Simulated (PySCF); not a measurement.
```yaml
atoms:
  - { symbol: C, position_ang: [2.7268, -0.9952, -0.7089] }
  - { symbol: N, position_ang: [1.9681, -0.8883, 0.2843] }
  - { symbol: C, position_ang: [1.3774, 0.3529, 0.6186] }
  - { symbol: Si, position_ang: [-0.5089, 0.2230, 0.1676] }
  - { symbol: Si, position_ang: [-1.5599, 2.1639, 0.9487] }
  - { symbol: Si, position_ang: [-0.7001, -0.4698, -2.0585] }
  - { symbol: C, position_ang: [-1.0975, -1.2588, 1.2687] }
  - { symbol: F, position_ang: [-2.4213, -1.5435, 0.9736] }
  - { symbol: H, position_ang: [3.1216, -1.9690, -0.9554] }
  - { symbol: H, position_ang: [3.0278, -0.1558, -1.3468] }
  - { symbol: H, position_ang: [1.4834, 0.4985, 1.6945] }
  - { symbol: H, position_ang: [1.8350, 1.2087, 0.0985] }
  - { symbol: H, position_ang: [-1.1407, 3.3340, 0.1692] }
  - { symbol: H, position_ang: [-3.0145, 2.0694, 0.8304] }
  - { symbol: H, position_ang: [-1.2667, 2.4790, 2.3530] }
  - { symbol: H, position_ang: [-2.0479, -0.2035, -2.5659] }
  - { symbol: H, position_ang: [0.2284, 0.2803, -2.9148] }
  - { symbol: H, position_ang: [-0.4174, -1.8902, -2.2813] }
  - { symbol: H, position_ang: [-1.0657, -1.0498, 2.3414] }
  - { symbol: H, position_ang: [-0.5332, -2.1751, 1.0802] }
```

Geometry: GFN2-xTB.

Method: PBE0/pcSseg-1, SCF density, gas phase, non-relativistic (PySCF 2.14.0).

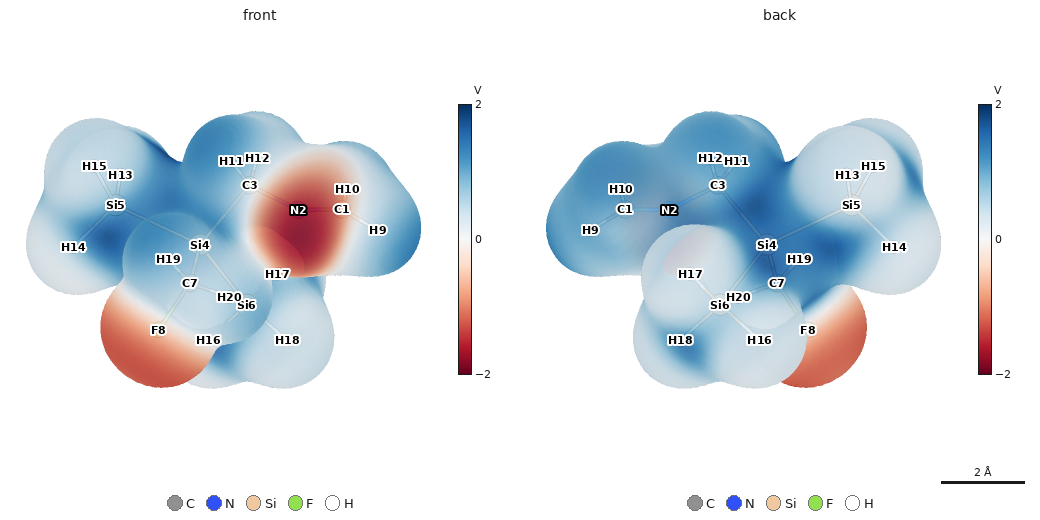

C3H12FNSi3. The molecular electrostatic potential painted on the density surface at 0.004 e/bohr³, seen from the front and from behind; red is negative and blue positive.

**Where is the surface potential most negative and most positive?**

The most negative region (about −1.6 V) lies over N2, the most positive (about +1.7 V) over Si4, Si5 and Si6. N2 is the likeliest acceptor of a hydrogen bond.

**How polar is the molecule by this calculation?**

Its dipole moment is 2.45 D.
